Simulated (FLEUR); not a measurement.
**MnGe: which magnetic order is lowest**

Does MnGe prefer parallel or opposed moments?

Main program and level: FLEUR MaX-R8.1; PBEsol; all-electron FLAPW, Dirac cores, scalar-relativistic bands.

Experimental background.

For MnGe, cubic B20 (FeSi type) (earlier experiment), “Magnetic, thermodynamic, and electrical transport properties of the noncentrosymmetric B20 germanides MnGe and CoGe” (2014, arxiv:1407.2968) quotes earlier work: moment (saturation moment per Mn at low temperature and fields above 80 kOe) about 2 μB [literature value quoted as a limit approached at low temperature and fields above 80 kOe].

## (1) The starting structure

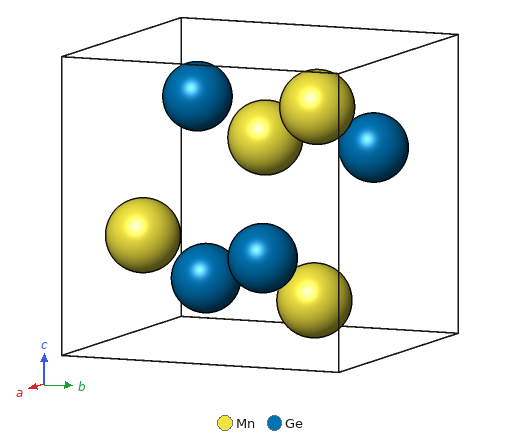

Start, viewed slightly off an axis; manganese yellow, germanium blue.

Structure file:

```xyz
8
Lattice="4.7250 0.0000 0.0000 0.0000 4.7250 0.0000 0.0000 0.0000 4.7250" Properties=species:S:1:pos:R:3 pbc="T T T"
Mn    3.0104    0.6479    1.7146
Mn    0.6479    1.7146    3.0104
Mn    1.7146    3.0104    0.6479
Mn    4.0771    4.0771    4.0771
Ge    1.6177    3.9802    3.1073
Ge    3.9802    3.1073    1.6177
Ge    3.1073    1.6177    3.9802
Ge    0.7448    0.7448    0.7448
```

The cell comes from a database of computed structures and need not be the stable phase.

## (2) Order 1, typed as ferro ++++

The parallel start comes first: it shows whether parallel moments hold.

inpgen writes inp.xml from crystal.txt; cutoffs, mixing, functional, smearing and local orbitals are then set in the file. The k list default-1 (kpts.xml, not shown) is a Γ-centred 6×6×6 mesh; where the ranks do not divide the number of points, some are split in two of half the weight.

Input file inp.xml:

```
<?xml version="1.0" encoding="UTF-8" standalone="no"?>
<fleurInput fleurInputVersion="0.39">
   <comment>
      MnGe
   </comment>
   <calculationSetup>
      <cutoffs Kmax="3.69" Gmax="11.1" GmaxXC="11.1" numbands="0"/>
      <scfLoop itmax="90" minDistance="0.00002" maxIterBroyd="15" imix="Anderson" alpha="0.05" precondParam="0.0" spinf="2.0" sdNocoIR="T"/>
      <coreElectrons ctail="T" frcor="F" kcrel="0" coretail_lmax="0"/>
      <xcFunctional name="PBEs" relativisticCorrections="F"/>
      <magnetism jspins="2"/>
      <soc l_soc="F" theta="0.0" phi="0.0" spav="F"/>
      <expertModes spex="0" secvar="F"/>
      <geometryOptimization l_f="F" forcealpha="1.0" forcemix="BFGS" epsdisp="0.00001" epsforce="0.00001"/>
      <ldaU l_linMix="F" mixParam="0.05" spinf="1.0"/>
   </calculationSetup>
   <cell>
      <bzIntegration valenceElectrons="116.0" mode="hist" fermiSmearingEnergy="0.00183747">
         <kPointListSelection listName="default-1"/>
         <xi:include xmlns:xi="http://www.w3.org/2001/XInclude" href="kpts.xml"> </xi:include>
      </bzIntegration>
      <xi:include xmlns:xi="http://www.w3.org/2001/XInclude" href="sym.xml"> </xi:include>
      <bulkLattice scale="1.0">
         <bravaisMatrix>
            <row-1>    8.9289617212969397     0.0000000000000000     0.0000000000000000</row-1>
            <row-2>    0.0000000000000000     8.9289617212969397     0.0000000000000000</row-2>
            <row-3>    0.0000000000000000     0.0000000000000000     8.9289617212969397</row-3>
         </bravaisMatrix>
      </bulkLattice>
   </cell>
   <atomSpecies>
      <species name="Manganese 3.501" element="Mn" atomicNumber="25">
         <mtSphere radius="2.22" gridPoints="735" logIncrement="0.016"/>
         <atomicCutoffs lmax="8" lnonsphr="6"/>
         <electronConfig flipSpins="F">
            <coreConfig>(1s1/2) (2s1/2) (2p1/2) (2p3/2)</coreConfig>
            <valenceConfig>(3s1/2) (3p1/2) (3p3/2) (4s1/2) (3d3/2) (3d5/2)</valenceConfig>
            <stateOccupation state="(3d3/2)" spinUp="1.2505" spinDown="0.7495"/>
            <stateOccupation state="(3d5/2)" spinUp="3.0" spinDown="0.0"/>
         </electronConfig>
         <energyParameters s="4" p="4" d="3" f="4"/>
         <lo type="SCLO" l="0" n="3" eDeriv="0"/>
         <lo type="SCLO" l="1" n="3" eDeriv="0"/>
      </species>
      <species name="Germanium (Ge)" element="Ge" atomicNumber="32">
         <mtSphere radius="2.22" gridPoints="735" logIncrement="0.017"/>
         <atomicCutoffs lmax="8" lnonsphr="6"/>
         <electronConfig flipSpins="F">
            <coreConfig>(1s1/2) (2s1/2) (2p1/2) (2p3/2) (3s1/2) (3p1/2) (3p3/2)</coreConfig>
            <valenceConfig>(4s1/2) (3d3/2) (3d5/2) (4p1/2) (4p3/2)</valenceConfig>
            <stateOccupation state="(4p1/2)" spinUp="0.333333" spinDown="0.333333"/>
            <stateOccupation state="(4p3/2)" spinUp="0.666667" spinDown="0.666667"/>
         </electronConfig>
         <energyParameters s="4" p="4" d="3" f="4"/>
      </species>
   </atomSpecies>
   <atomGroups>
      <atomGroup species="Manganese 3.501">
         <relPos label="                   1">-.3628881800 .1371118200 .3628881800</relPos>
         <relPos label="                   2">.1371118200 .3628881800 -.3628881800</relPos>
         <relPos label="                   3">.3628881800 -.3628881800 .1371118200</relPos>
         <relPos label="                   4">-.1371118200 -.1371118200 -.1371118200</relPos>
         <force calculate="T" relaxXYZ="TTT"/>
      </atomGroup>
      <atomGroup species="Germanium (Ge)">
         <relPos label="                   5">.3423633700 -.1576366300 -.3423633700</relPos>
         <relPos label="                   6">-.1576366300 -.3423633700 .3423633700</relPos>
         <relPos label="                   7">-.3423633700 .3423633700 -.1576366300</relPos>
         <relPos label="                   8">.1576366300 .1576366300 .1576366300</relPos>
         <force calculate="T" relaxXYZ="TTT"/>
      </atomGroup>
   </atomGroups>
   <output dos="F" band="F" slice="F">
      <bandDOS minEnergy="-.5*Htr" maxEnergy="0.5*Htr" sigma="0.015" storeEVData="T"/>
      <plotting iplot="0" polar="F">
         <plot TwoD="T" vec1="  1.0  0.0  0.0" vec2="  0.0  1.0  0.0" vec3="  0.0  0.0  1.0" zero="  0.0  0.0  0.0" file="plot"/>
      </plotting>
      <moessbauerParams electricFieldGradient="F" isomerShift="F" coreHyperfine="F" valenceHyperfine="F"/>
   </output>
</fleurInput>
```

Input file crystal.txt:

```
MnGe
&input film=F cartesian=F /
4.72500306000  0.00000000000  0.00000000000
0.00000000000  4.72500306000  0.00000000000
0.00000000000  0.00000000000  4.72500306000
1.8897261246
1.0 1.0 1.0

8
25 0.63711182000  0.13711182000  0.36288818000 : 3.501
25 0.13711182000  0.36288818000  0.63711182000 : 3.501
25 0.36288818000  0.63711182000  0.13711182000 : 3.501
25 0.86288818000  0.86288818000  0.86288818000 : 3.501
32 0.34236337000  0.84236337000  0.65763663000
32 0.84236337000  0.65763663000  0.34236337000
32 0.65763663000  0.34236337000  0.84236337000
32 0.15763663000  0.15763663000  0.15763663000

&kpt div1=6 div2=6 div3=6 gamma=T /
```

Command:

```sh
> OMP_NUM_THREADS=1 inpgen -f crystal.txt > inpgen.log  # inp.xml is then edited as shown
> OMP_NUM_THREADS=1 mpirun -n 4 fleur_MPI > fleur.log
```

Output:

```text
Welcome to FLEUR        (www.flapw.de)
      MaX-Release 8.1          (www.max-centre.eu)

 ========== k-point set info ==========
 Selected k-point list: default-1
 k-point list type: mesh
 6 x 6 x 6
 Number of k points: 24

 ------------Calculation Setup---------------------------
 Number of MPI-tasks      :            4
 Number of PE/node        :            4
 Number of OMP-threads    :            1
 k-points in parallel     :            4
 pe's per k-point         :            1
 No of k-point loops      :            6
 Eigenvalue solver        :       lapack
 Number of basis functions:          672
 Approximate size of matrices (H+S) per k-point:         0.013 GB
 --------------------------------------------------------
 Iteration:     1   Distance:      16.78427838 me/bohr^3
 Iteration:     2   Distance:      16.30576528 me/bohr^3
 Iteration:     3   Distance:      13.82525660 me/bohr^3
 Iteration:     4   Distance:       5.21405448 me/bohr^3
 Iteration:     5   Distance:       7.08033843 me/bohr^3
 Iteration:     6   Distance:       3.21105802 me/bohr^3
 Iteration:     7   Distance:       3.73942011 me/bohr^3
 Iteration:     8   Distance:       1.68133341 me/bohr^3
 Iteration:     9   Distance:       1.75255777 me/bohr^3
 Iteration:    10   Distance:       0.30488959 me/bohr^3
 Iteration:    11   Distance:       0.23340824 me/bohr^3
 Iteration:    12   Distance:       0.07175293 me/bohr^3
 Iteration:    13   Distance:       0.04422043 me/bohr^3
 Iteration:    14   Distance:       0.04649501 me/bohr^3
 Iteration:    15   Distance:       0.04091980 me/bohr^3
 Iteration:    16   Distance:       0.04003971 me/bohr^3
 Iteration:    17   Distance:       0.02536744 me/bohr^3
 Iteration:    18   Distance:       0.00750469 me/bohr^3
 Iteration:    19   Distance:       0.00538284 me/bohr^3
 Iteration:    20   Distance:       0.00226046 me/bohr^3
 Iteration:    21   Distance:       0.00071621 me/bohr^3
 Iteration:    22   Distance:       0.00036495 me/bohr^3
 Iteration:    23   Distance:       0.00027241 me/bohr^3
 Iteration:    24   Distance:       0.00003972 me/bohr^3
 Iteration:    25   Distance:       0.00002434 me/bohr^3
 Iteration:    26   Distance:       0.00001118 me/bohr^3

 ********************************************************************
 Run finished successfully
 Stop message:
   all done
 ********************************************************************

--- out.xml (last complete iteration) ---
<iteration numberForCurrentRun="   26" overallNumber="   26">
         <energyParameters units="Htr">
            <atomicEP atomType="1" spin="1" branch="4s" branchLowest="-2.52" branchHighest="2.27" value="0.2038677914"/>
            <atomicEP atomType="1" spin="1" branch="4p" branchLowest="-1.35" branchHighest="2.84" value="0.3277736544"/>
            <atomicEP atomType="1" spin="1" branch="3d" branchLowest="-9.99" branchHighest="0.51" value="0.3190252470"/>
            <atomicEP atomType="1" spin="1" branch="4f" branchLowest="-9.99" branchHighest="3.67" value="0.6325444943"/>
            <loAtomicEP atomType="1" spin="1" branch="3s" branchLowest="-26.67" branchHighest="-2.52" value="-2.5335862763"/>
            <loAtomicEP atomType="1" spin="1" branch="3p" branchLowest="-22.50" branchHighest="-1.35" value="-1.3909101043"/>
            <atomicEP atomType="2" spin="1" branch="4s" branchLowest="-5.61" branchHighest="1.06" value="0.0261107093"/>
            <atomicEP atomType="2" spin="1" branch="4p" branchLowest="-3.67" branchHighest="1.73" value="0.2425984701"/>
            <atomicEP atomType="2" spin="1" branch="3d" branchLowest="-9.99" branchHighest="-0.49" value="-0.5048223619"/>
            <atomicEP atomType="2" spin="1" branch="4f" branchLowest="-9.99" branchHighest="3.64" value="0.6035996302"/>
            <atomicEP atomType="1" spin="2" branch="4s" branchLowest="-2.43" branchHighest="2.33" value="0.2246609035"/>
            <atomicEP atomType="1" spin="2" branch="4p" branchLowest="-1.27" branchHighest="2.91" value="0.3458128015"/>
            <atomicEP atomType="1" spin="2" branch="3d" branchLowest="-9.99" branchHighest="0.60" value="0.3762246122"/>
            <atomicEP atomType="1" spin="2" branch="4f" branchLowest="-9.99" branchHighest="3.74" value="0.6483138511"/>
            <loAtomicEP atomType="1" spin="2" branch="3s" branchLowest="-26.63" branchHighest="-2.43" value="-2.4507096938"/>
            <loAtomicEP atomType="1" spin="2" branch="3p" branchLowest="-22.47" branchHighest="-1.27" value="-1.3097742469"/>
            <atomicEP atomType="2" spin="2" branch="4s" branchLowest="-5.61" branchHighest="1.05" value="0.0164872695"/>
            <atomicEP atomType="2" spin="2" branch="4p" branchLowest="-3.67" branchHighest="1.73" value="0.2321613301"/>
            <atomicEP atomType="2" spin="2" branch="3d" branchLowest="-9.99" branchHighest="-0.49" value="-0.5058820615"/>
            <atomicEP atomType="2" spin="2" branch="4f" branchLowest="-9.99" branchHighest="3.64" value="0.5928674364"/>
         </energyParameters>
         <bandgap value="0.0489136513" units="eV"/>
         <sumValenceSingleParticleEnergies value="-61.4076485096" units="Htr"/>
         <FermiEnergy value="0.3973718998" units="Htr"/>
         <valenceDensity>
            <mtCharges spin="1">
               <mtCharge atomType="1" total="7.8402578" s="1.1229413" p="3.1320845" d="3.5762989" f="0.0075789"/>
               <mtCharge atomType="2" total="6.0506097" s="0.5126813" p="0.5226458" d="5.0006501" f="0.0117910"/>
            </mtCharges>
            <mtCharges spin="2">
               <mtCharge atomType="1" total="5.7641862" s="1.1197695" p="3.1313044" d="1.5040192" f="0.0078244"/>
               <mtCharge atomType="2" total="6.1616144" s="0.5359298" p="0.6189092" d="4.9961023" f="0.0091218"/>
            </mtCharges>
            <spinDependentCharge spin="1" total="61.8975304" interstitial="6.3340602" mtSpheres="55.5634702"/>
            <spinDependentCharge spin="2" total="54.1024696" interstitial="6.3992671" mtSpheres="47.7032025"/>
            <totalCharge value="115.9999999999"/>
         </valenceDensity>
         <coreStates atomType="     1" atomicNumber=" 25" spin="1" kinEnergy="    526.1447417316" eigValSum="   -329.5014460710" lostElectrons=" 0.000000">
            <state n="1" l="0" j="0.5" energy="-235.3314714337" weight="1.0000000000"/>
            <state n="2" l="0" j="0.5" energy="-26.6687143023" weight="1.0000000000"/>
            <state n="2" l="1" j="0.5" energy="-22.7553168279" weight="1.0000000000"/>
            <state n="2" l="1" j="1.5" energy="-22.3729717535" weight="2.0000000000"/>
         </coreStates>
         <coreStates atomType="     1" atomicNumber=" 25" spin="2" kinEnergy="    526.5181567992" eigValSum="   -329.3847979602" lostElectrons=" 0.000000">
            <state n="1" l="0" j="0.5" energy="-235.3316378887" weight="1.0000000000"/>
            <state n="2" l="0" j="0.5" energy="-26.6331690339" weight="1.0000000000"/>
            <state n="2" l="1" j="0.5" energy="-22.7287135617" weight="1.0000000000"/>
            <state n="2" l="1" j="1.5" energy="-22.3456387380" weight="2.0000000000"/>
         </coreStates>
         <coreStates atomType="     2" atomicNumber=" 32" spin="1" kinEnergy="    992.2263903399" eigValSum="   -598.5918939210" lostElectrons=" 0.000468">
            <state n="1" l="0" j="0.5" energy="-401.7947449533" weight="1.0000000000"/>
            <state n="2" l="0" j="0.5" energy="-49.7878326980" weight="1.0000000000"/>
            <state n="2" l="1" j="0.5" energy="-44.2352105039" weight="1.0000000000"/>
            <state n="2" l="1" j="1.5" energy="-43.0654474556" weight="2.0000000000"/>
            <state n="3" l="0" j="0.5" energy="-5.6117675543" weight="1.0000000000"/>
            <state n="3" l="1" j="0.5" energy="-3.7820219140" weight="1.0000000000"/>
            <state n="3" l="1" j="1.5" energy="-3.6247106932" weight="2.0000000000"/>
         </coreStates>
         <coreStates atomType="     2" atomicNumber=" 32" spin="2" kinEnergy="    992.2209995810" eigValSum="   -598.5949094229" lostElectrons=" 0.000472">
            <state n="1" l="0" j="0.5" energy="-401.7951571878" weight="1.0000000000"/>
            <state n="2" l="0" j="0.5" energy="-49.7879333300" weight="1.0000000000"/>
            <state n="2" l="1" j="0.5" energy="-44.2354736945" weight="1.0000000000"/>
            <state n="2" l="1" j="1.5" energy="-43.0656993366" weight="2.0000000000"/>
            <state n="3" l="0" j="0.5" energy="-5.6121287465" weight="1.0000000000"/>
            <state n="3" l="1" j="0.5" energy="-3.7824693973" weight="1.0000000000"/>
            <state n="3" l="1" j="1.5" energy="-3.6251741968" weight="2.0000000000"/>
         </coreStates>
         <allElectronCharges>
            <spinDependentCharge spin="1" total="117.8975304" interstitial="6.3358909" mtSpheres="111.5616395"/>
            <spinDependentCharge spin="2" total="110.1024696" interstitial="6.4011137" mtSpheres="103.7013559"/>
            <totalCharge value="227.9999999580"/>
         </allElectronCharges>
         <magneticMomentsInMTSpheres units="muBohr">
            <globalMagMoment atomType="1" vec="0.00000   0.00000   2.07607"/>
            <localMagMoment atomType="1" vec="0.00000   0.00000   2.07607"/>
            <globalMagMoment atomType="2" vec="0.00000   0.00000  -0.11100"/>
            <localMagMoment atomType="2" vec="0.00000   0.00000  -0.11100"/>
         </magneticMomentsInMTSpheres>
         <moessbauerParams unitsHFF="kG" unitsIS="e/bohr^3" unitsEFG="Htr/bohr^2">
         </moessbauerParams>
         <totalEnergy value="   -13020.4731136098" units="Htr">
            <sumOfEigenvalues value="    -7485.6998380100">
               <coreElectrons value="-7424.2921895004"/>
               <valenceElectrons value="-61.4076485096"/>
            </sumOfEigenvalues>
            <densityCoulombPotentialIntegral value="-20061.3886365204"/>
            <densityEffectivePotentialIntegral value="-20740.1963422371"/>
            <chargeDenXCDenIntegral value="-517.8626617204"/>
            <FockExchangeEnergyValence value="0.0000000000"/>
            <FockExchangeEnergyCore value="0.0000000000"/>
            <atomTypeDependentContributions atomType="1">
               <electronNucleiInteractionDifferentMTs value="5516.2532144626"/>
               <MadelungTerm value="-47.3724775442"/>
            </atomTypeDependentContributions>
            <atomTypeDependentContributions atomType="2">
               <electronNucleiInteractionDifferentMTs value="10093.0918981496"/>
               <MadelungTerm value="-69.6950477001"/>
            </atomTypeDependentContributions>
            <tkbTimesEntropy value="0.0011109600"/>
            <freeEnergy value="-13020.4742245699"/>
            <extrapolationTo0K value="-13020.4736690899"/>
         </totalEnergy>
         <densityConvergence units="me/bohr^3">
            <chargeDensity spin="1" distance="0.0000040402"/>
            <chargeDensity spin="2" distance="0.0000092052"/>
            <overallChargeDensity distance="0.0000111786"/>
            <spinDensity distance="0.0000087839"/>
         </densityConvergence>
      </iteration>
```

Wall time 77 s (4 MPI ranks of AMD EPYC 9R45, shared host); peak memory 0.38 GiB.

Spin moment in the muffin-tin sphere by atom:

```
atom  spin moment in the muffin-tin sphere (μB)
 Mn1                                       2.08
 Mn2                                       2.08
 Mn3                                       2.08
 Mn4                                       2.08
 Ge5                                      -0.11
 Ge6                                      -0.11
 Ge7                                      -0.11
 Ge8                                      -0.11
```

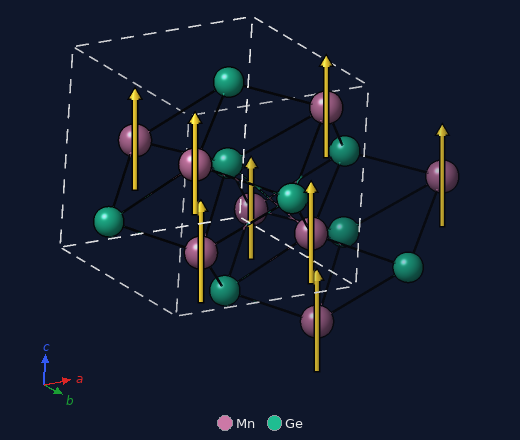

Spin moment in the muffin-tin sphere as arrows, the longest 2.08 μB. Up and down stand for the sign. Arrows give size and sign along the axis of quantisation, drawn up and down the page. 1×2×1 cells are drawn.

Read from the output:

```yaml
free_energy: -354305.1532 eV
program_s_band_gap_on_this_mesh_in_a_metal_only_a_level_spacing: 0.04891 eV
magnetization: 7.795 μB
final_state: ferromagnetic, with opposed induced moments
```

After 26 cycles the largest moment stands at 2.08 μB.

(Part 1 of 2 ends here.)

[Logs and program files are shortened in this print: banners, set-up blocks, solver, clock and traceback lines can be left out without a mark of their own.]

[Logs are printed without paths, hosts, clocks, repeated set-up lines and the standing remarks that a program may print on its own settings, such as how far it seeks lower states.]

[Hosts, paths, dates, database ids (printed as entryN), source tags and the programs' standing remarks are cut or masked in the printed files.]

[Where a cell is said to come from a database of computed structures, the database is the Materials Project.]
